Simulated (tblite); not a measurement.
# Geometry relaxation, with input and output: C3H10FOSi2 (part 1 of 4)

The run: geometry relaxation of C3H10FOSi2, multiplicity 2, SMILES CC(C)[SiH]O[SiH2]F. Method and program: GFN2-xTB geometry optimisation, gas phase (tblite 0.8.0).

It belongs to a series of runs on one base structure; here: H removed from Si.

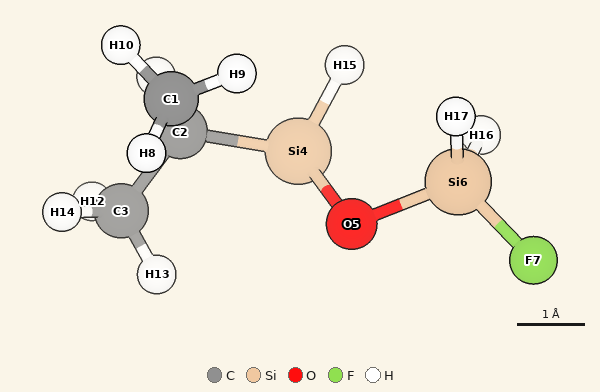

The starting structure (ball-and-stick view, seen at a tilt; atoms are numbered from 1 in the order of the input).

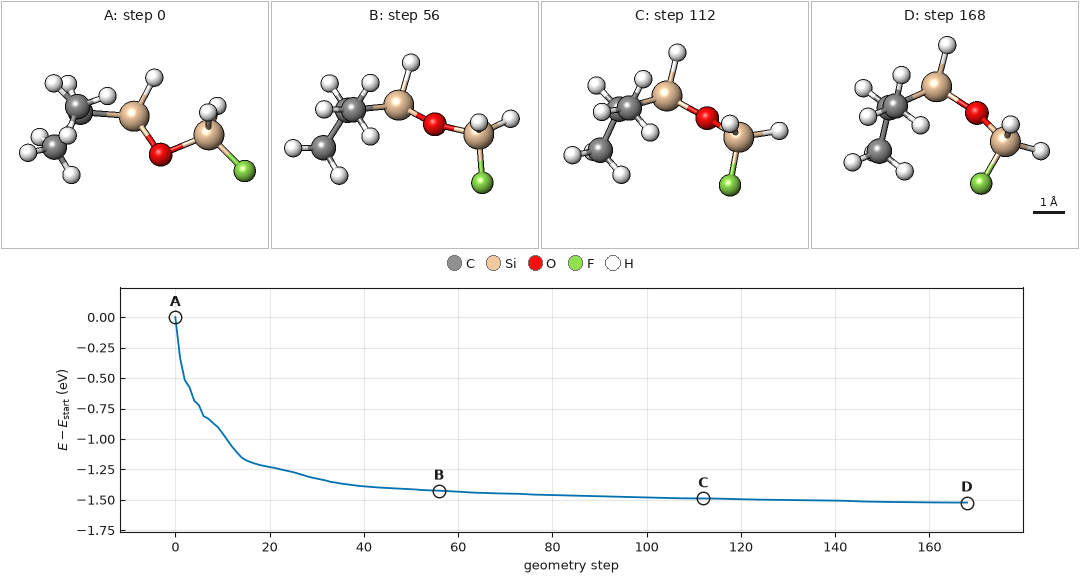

Frames of the relaxation (ball-and-stick view, seen at a tilt) above the curves, on which the letters mark them (steps are counted from 0).

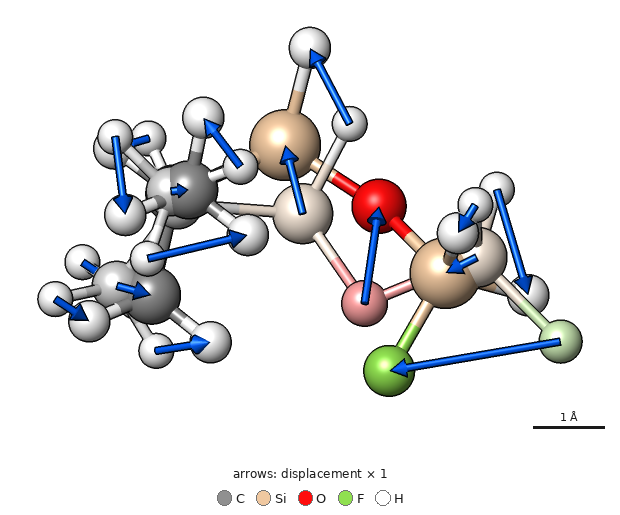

Start (faint) and end (solid) with the displacements as blue arrows, at true length (ball-and-stick view, seen at a tilt). The two geometries are laid on each other by the best rigid fit. Over 168 geometry steps the energy falls by 1.522 eV. The largest force component goes from 2.2 to 0.008 eV/Å. The largest move after the best rigid fit is that of F7, 2.46 Å. Largest moves by element: F 2.46 Å, H 1.58 Å, O 1.54 Å, Si 1.04 Å, C 0.51 Å. Among the contacts that change: O5–Si6 1.726 → 1.603 Å, Si4–O5 1.741 → 1.639 Å, Si6–F7 1.675 → 1.608 Å, C2–Si4 1.855 → 1.916 Å. Among the angles that change: Si4–O5–Si6 104.2° → 158.5°, H16–Si6–H17 108.1° → 119.3°, C2–Si4–H15 106.8° → 113.9°. (Atoms are counted from 1 in the order of the input.)

The input and output of the run follow.

**The input**
```
{"job": {"kind": "relax", "xc": "GFN2-xTB", "basis": "xTB"}, "charge": 0, "multiplicity": 2}
C     -1.301400     1.121200     0.591100
C     -1.197700     0.011000    -0.446400
C     -1.988700    -1.193100    -0.017900
Si     0.568800    -0.375900    -0.860900
O      1.516200    -0.771300     0.545000
Si     3.060600    -0.069700     0.224900
F      4.305900    -0.869100     1.009800
H     -1.566800     0.705600     1.596400
H     -0.338900     1.643800     0.583800
H     -2.126400     1.778000     0.256100
H     -1.663000     0.411900    -1.370400
H     -2.492500    -1.581600    -0.947500
H     -1.377400    -2.004400     0.389100
H     -2.838800    -0.933000     0.659000
H      1.155900     0.858500    -1.418900
H      3.279900    -0.026100    -1.220500
H      2.997100     1.306400     0.716100
```

The first line tells a small driver script what to run in tblite; the rest is the geometry in Å.

Command:
```bash
OMP_NUM_THREADS=1 python <driver script> task.json out
```

**Output**
```
step      E/eV     max force
  0    -648.75397    3.094
  1    -649.08748    2.108
  2    -649.27092    1.365
  3    -649.32865    1.001
  4    -649.43944    0.914
  5    -649.47669    0.879
  6    -649.56679    0.504
  7    -649.58737    0.403
  8    -649.62339    0.523
  9    -649.65567    0.609
 10    -649.70685    0.550
 11    -649.76144    0.568
 12    -649.81546    0.478
 13    -649.86178    0.651
 14    -649.90412    0.553
 15    -649.92897    0.319
 16    -649.94477    0.282
 17    -649.95767    0.527
 18    -649.96887    0.287
 19    -649.97702    0.198
 20    -649.98453    0.231
 21    -649.99133    0.235
 22    -650.00103    0.209
 23    -650.00930    0.187
 24    -650.01744    0.201
 25    -650.02636    0.239
 26    -650.03789    0.287
 27    -650.04996    0.251
 28    -650.06117    0.232
 29    -650.07129    0.240
 30    -650.07917    0.386
 31    -650.08719    0.275
 32    -650.09563    0.227
 33    -650.10719    0.205
 34    -650.11182    0.165
 35    -650.11938    0.156
 36    -650.12443    0.183
 37    -650.12957    0.199
 38    -650.13529    0.202
 39    -650.13981    0.122
 40    -650.14304    0.114
 41    -650.14566    0.123
 42    -650.14930    0.147
 43    -650.15230    0.115
 44    -650.15479    0.091
 45    -650.15668    0.089
 46    -650.15868    0.120
 47    -650.16059    0.112
 48    -650.16256    0.107
 49    -650.16435    0.104
 50    -650.16650    0.123
 51    -650.16904    0.139
 52    -650.17234    0.120
 53    -650.17463    0.121
 54    -650.17614    0.094
 55    -650.17741    0.078
 56    -650.17893    0.082
 57    -650.18077    0.091
 58    -650.18262    0.121
 59    -650.18453    0.148
 60    -650.18675    0.127
 61    -650.18891    0.165
 62    -650.19180    0.102
 63    -650.19433    0.084
 64    -650.19536    0.085
 65    -650.19646    0.091
 66    -650.19795    0.069
 67    -650.19950    0.069
 68    -650.20062    0.056
 69    -650.20125    0.054
 70    -650.20173    0.052
 71    -650.20226    0.059
 72    -650.20320    0.088
 73    -650.20466    0.105
 74    -650.20679    0.127
 75    -650.20905    0.111
 76    -650.21086    0.086
 77    -650.21191    0.090
 78    -650.21282    0.080
 79    -650.21391    0.075
 80    -650.21526    0.080
 81    -650.21618    0.094
 82    -650.21726    0.085
 83    -650.21850    0.086
 84    -650.21952    0.065
 85    -650.22032    0.068
 86    -650.22103    0.058
 87    -650.22176    0.073
 88    -650.22258    0.060
 89    -650.22359    0.071
 90    -650.22472    0.066
 91    -650.22592    0.065
 92    -650.22703    0.079
 93    -650.22813    0.070
 94    -650.22900    0.062
 95    -650.22972    0.057
 96    -650.23050    0.056
 97    -650.23164    0.065
 98    -650.23295    0.080
 99    -650.23414    0.099
100    -650.23501    0.074
101    -650.23575    0.063
102    -650.23639    0.064
103    -650.23789    0.084
104    -650.23932    0.104
105    -650.24032    0.059
106    -650.24085    0.049
107    -650.24118    0.041
108    -650.24146    0.031
109    -650.24173    0.039
110    -650.24195    0.032
111    -650.24217    0.065
112    -650.24243    0.047
113    -650.24277    0.048
114    -650.24342    0.048
115    -650.24378    0.052
116    -650.24465    0.068
117    -650.24566    0.070
118    -650.24667    0.088
119    -650.24756    0.086
120    -650.24881    0.098
121    -650.24992    0.096
122    -650.25092    0.077
123    -650.25172    0.079
124    -650.25238    0.076
125    -650.25285    0.060
126    -650.25338    0.072
127    -650.25402    0.072
128    -650.25474    0.054
129    -650.25545    0.058
130    -650.25599    0.060
131    -650.25636    0.054
132    -650.25671    0.051
133    -650.25713    0.044
134    -650.25747    0.039
135    -650.25786    0.051
136    -650.25833    0.049
137    -650.25891    0.047
138    -650.25946    0.048
139    -650.25987    0.047
140    -650.26027    0.056
141    -650.26088    0.062
142    -650.26179    0.101
143    -650.26314    0.094
144    -650.26494    0.098
145    -650.26699    0.090
146    -650.26764    0.078
147    -650.26839    0.066
148    -650.26930    0.048
149    -650.27011    0.076
150    -650.27070    0.060
151    -650.27124    0.054
152    -650.27158    0.057
153    -650.27189    0.047
154    -650.27227    0.054
155    -650.27258    0.039
156    -650.27291    0.041
157    -650.27331    0.057
158    -650.27378    0.061
159    -650.27426    0.074
160    -650.27473    0.045
161    -650.27520    0.061
162    -650.27563    0.071
163    -650.27600    0.043
164    -650.27616    0.028
165    -650.27623    0.016
166    -650.27626    0.013
167    -650.27627    0.012
168    -650.27629    0.010
```

**Trajectory as extended XYZ (Å, eV, eV/Å), 48 of the 169 frames kept, from step=0 to step=168**
```
17
Properties=species:S:1:pos:R:3:forces:R:3 step=0 energy=-648.75397
C    -1.3014    1.1212    0.5911   -0.3460   0.1970   0.2960
C    -1.1977    0.0110   -0.4464   -0.9280   0.3360  -0.1190
C    -1.9887   -1.1931   -0.0179   -1.7660  -1.0210  -0.9150
Si    0.5688   -0.3759   -0.8609    1.1300  -0.6350   0.7260
O     1.5162   -0.7713    0.5450    1.6400   1.4860  -2.1620
Si    3.0606   -0.0697    0.2249   -0.2800  -1.0130   1.3890
F     4.3059   -0.8691    1.0098   -1.6490   0.8170  -0.9120
H    -1.5668    0.7056    1.5964    0.5670   0.5230  -0.8280
H    -0.3389    1.6438    0.5838   -0.5480   0.3080   0.5300
H    -2.1264    1.7780    0.2561    0.5560  -0.0170   0.5470
H    -1.6630    0.4119   -1.3704    0.2910  -0.2310   0.2700
H    -2.4925   -1.5816   -0.9475    0.4490  -0.1010   0.8720
H    -1.3774   -2.0044    0.3891   -0.2850   0.3550   0.1540
H    -2.8388   -0.9330    0.6590    0.8430  -0.2330  -0.2980
H     1.1559    0.8585   -1.4189   -0.2150   0.0080  -0.1340
H     3.2799   -0.0261   -1.2205    0.3940  -0.4360   0.3800
H     2.9971    1.3064    0.7161    0.1490  -0.3440   0.2060
17
Properties=species:S:1:pos:R:3:forces:R:3 step=4 energy=-649.43944
C    -1.3101    1.1233    0.5809   -0.0470   0.1730   0.2220
C    -1.2248   -0.0036   -0.4424   -0.0660   0.1550  -0.1440
C    -2.0418   -1.2232   -0.0524   -0.2010  -0.1160  -0.0340
Si    0.5789   -0.3987   -0.8581   -0.0710  -0.0600  -0.3070
O     1.6095   -0.6927    0.4022   -0.0180   0.0030  -0.1270
Si    3.0768   -0.0349    0.2394    0.0830  -0.3140   0.2780
F     4.2123   -0.8583    0.9839   -0.0820  -0.2060   0.1960
H    -1.5202    0.7370    1.5716    0.0490  -0.0730   0.1310
H    -0.3840    1.6871    0.6380    0.0420   0.1260  -0.0120
H    -2.1062    1.8120    0.3084   -0.0560   0.0410   0.0900
H    -1.6403    0.3966   -1.3705    0.0310  -0.0530  -0.0910
H    -2.5043   -1.6440   -0.9452   -0.0040  -0.1190   0.1900
H    -1.4149   -1.9789    0.4060   -0.0160  -0.1370   0.1040
H    -2.8156   -0.9534    0.6614   -0.1610  -0.0410  -0.0770
H     1.1218    0.8442   -1.4363   -0.1730   0.0050  -0.2450
H     3.3390   -0.0799   -1.1539    0.5870  -0.1240  -0.6900
H     3.0169    1.2794    0.7559    0.1020   0.7400   0.5160
17
Properties=species:S:1:pos:R:3:forces:R:3 step=7 energy=-649.58737
C    -1.3143    1.1377    0.5907   -0.0110  -0.0220   0.1160
C    -1.2397   -0.0035   -0.4461   -0.1130   0.0840   0.0760
C    -2.0678   -1.2380   -0.0603    0.0160   0.0300   0.1270
Si    0.5559   -0.4114   -0.9120    0.0920   0.0020   0.0120
O     1.6407   -0.6607    0.3104    0.0130   0.0910  -0.0220
Si    3.1123    0.0121    0.2341    0.0400  -0.0500  -0.0730
F     4.1632   -0.9008    1.0163   -0.1650   0.0090   0.1310
H    -1.4871    0.7414    1.5869   -0.0770  -0.1130   0.0350
H    -0.4042    1.7325    0.6679    0.1080  -0.1360  -0.2570
H    -2.1110    1.8450    0.3539   -0.0850  -0.2200   0.0070
H    -1.6274    0.3841   -1.3900   -0.1970   0.0760   0.0050
H    -2.5255   -1.7101   -0.9385    0.1390   0.2200   0.2840
H    -1.4444   -1.9817    0.4304    0.0340  -0.0500   0.0100
H    -2.8398   -0.9705    0.6582   -0.1970   0.0300  -0.1840
H     1.0733    0.8333   -1.4869   -0.0640   0.0930  -0.3700
H     3.4613   -0.1312   -1.1715    0.3320   0.1850   0.1350
H     3.0475    1.3340    0.8455    0.1360  -0.2280  -0.0320
17
Properties=species:S:1:pos:R:3:forces:R:3 step=11 energy=-649.76144
C    -1.3196    1.1337    0.6255    0.0070  -0.1740  -0.2480
C    -1.2758    0.0116   -0.4347    0.2470  -0.2400  -0.0430
C    -2.0829   -1.2293   -0.0118   -0.0460   0.0280  -0.0830
Si    0.5363   -0.3967   -0.9827   -0.2610   0.3780  -0.0770
O     1.6885   -0.5782    0.1807   -0.0630   0.1670  -0.1580
Si    3.1788    0.0450    0.2083    0.1240  -0.1390   0.0780
F     4.0376   -0.9545    1.1133   -0.0090  -0.0430   0.0930
H    -1.4656    0.7083    1.6184    0.1900   0.0610  -0.0940
H    -0.4024    1.7307    0.6128   -0.1980  -0.1290   0.0750
H    -2.1530    1.8059    0.4204   -0.0040  -0.0480   0.0570
H    -1.6892    0.3939   -1.3845   -0.1110  -0.0240   0.4020
H    -2.5096   -1.7263   -0.8672    0.0100  -0.1010  -0.5590
H    -1.4716   -1.9886    0.4785   -0.0540   0.3370   0.2730
H    -2.9446   -0.9748    0.6028    0.2030   0.1390   0.2560
H     0.9813    0.8347   -1.6930   -0.0740  -0.2760  -0.0460
H     3.7434   -0.1146   -1.1349   -0.0240   0.2420   0.3120
H     3.1415    1.3113    0.9370    0.0650  -0.1780  -0.2380
17
Properties=species:S:1:pos:R:3:forces:R:3 step=14 energy=-649.90412
C    -1.3292    1.1023    0.6295   -0.0490   0.0770   0.2430
C    -1.2954   -0.0092   -0.4228   -0.2210   0.1170   0.0010
C    -2.1196   -1.2289    0.0087   -0.0620  -0.2160  -0.2430
Si    0.4851   -0.3361   -1.0667    0.0220  -0.1850  -0.1510
O     1.7527   -0.4381   -0.0237   -0.1020   0.1510  -0.1340
Si    3.2706    0.0598    0.1953   -0.0830  -0.4620   0.2920
F     3.8740   -1.0135    1.2213    0.0590  -0.1450  -0.0180
H    -1.3996    0.6875    1.6306    0.1860  -0.1060   0.0770
H    -0.4381    1.7204    0.5762    0.0380   0.0980   0.0400
H    -2.1931    1.7589    0.5095    0.0030  -0.1110  -0.1250
H    -1.7715    0.3985   -1.3196   -0.1000   0.0020  -0.0770
H    -2.4866   -1.7671   -0.8674    0.1510   0.0290  -0.0370
H    -1.5193   -1.9354    0.5785   -0.0700   0.1290   0.1870
H    -3.0138   -0.9596    0.5810    0.3300   0.1390   0.0100
H     0.8634    0.7932   -1.9286   -0.0410  -0.0210  -0.0370
H     4.0554   -0.0682   -1.0164   -0.0580   0.1060   0.0030
H     3.2580    1.2475    1.0034   -0.0040   0.3960  -0.0310
17
Properties=species:S:1:pos:R:3:forces:R:3 step=18 energy=-649.96887
C    -1.3309    1.0931    0.6525    0.0840  -0.0660  -0.1070
C    -1.3173   -0.0042   -0.4236    0.1720   0.0110  -0.1080
C    -2.1236   -1.2391   -0.0029    0.1460   0.2080   0.1330
Si    0.4592   -0.3375   -1.1181   -0.0310  -0.0190  -0.0500
O     1.7616   -0.3665   -0.1107    0.0130  -0.0030   0.0340
Si    3.2869    0.0258    0.2296   -0.0210   0.2010   0.0970
F     3.8309   -1.0708    1.2643   -0.0770  -0.0710  -0.0930
H    -1.3464    0.6625    1.6508    0.0500  -0.0150  -0.0190
H    -0.4501    1.7284    0.5697   -0.0560   0.0360   0.0400
H    -2.2108    1.7243    0.5257    0.0060  -0.0630   0.1330
H    -1.8213    0.4046   -1.3059   -0.0270   0.0570  -0.0250
H    -2.4574   -1.7837   -0.8842    0.0730  -0.0650   0.1280
H    -1.5443   -1.8973    0.6394    0.0750  -0.0610  -0.0650
H    -2.9936   -0.9311    0.5738   -0.1340   0.0290  -0.1110
H     0.8148    0.7708   -2.0171   -0.0580  -0.0470  -0.0370
H     4.1388   -0.0321   -0.9562   -0.1800  -0.0440   0.1760
H     3.2966    1.2646    1.0019   -0.0350  -0.0880  -0.1260
17
Properties=species:S:1:pos:R:3:forces:R:3 step=21 energy=-649.99133
C    -1.3210    1.0867    0.6518    0.0150   0.0230  -0.0080
C    -1.3068    0.0045   -0.4371   -0.0040  -0.0300   0.0160
C    -2.1066   -1.2231    0.0043   -0.0610  -0.1120  -0.0470
Si    0.4575   -0.3484   -1.1331    0.1090   0.0810   0.0080
O     1.7542   -0.3580   -0.1124   -0.0500  -0.0080   0.0270
Si    3.2760    0.0308    0.2515   -0.1160  -0.2030  -0.0210
F     3.8235   -1.0957    1.2591   -0.1510   0.0940  -0.1270
H    -1.3286    0.6516    1.6524    0.0740  -0.0160  -0.1530
H    -0.4534    1.7373    0.5731    0.0060   0.0580   0.0170
H    -2.2125    1.7056    0.5380    0.0300  -0.0570   0.1300
H    -1.8333    0.4140   -1.3114    0.0950   0.0050   0.0740
H    -2.4361   -1.7884   -0.8675    0.0680  -0.0180   0.0510
H    -1.5362   -1.8962    0.6424    0.0680   0.1230   0.0120
H    -2.9953   -0.9175    0.5569    0.0000   0.0290  -0.0430
H     0.8040    0.7635   -2.0314   -0.0240  -0.0630  -0.0620
H     4.1148   -0.0281   -0.9297   -0.0140  -0.0570  -0.0160
H     3.2929    1.2734    0.9824   -0.0460   0.1520   0.1410
```
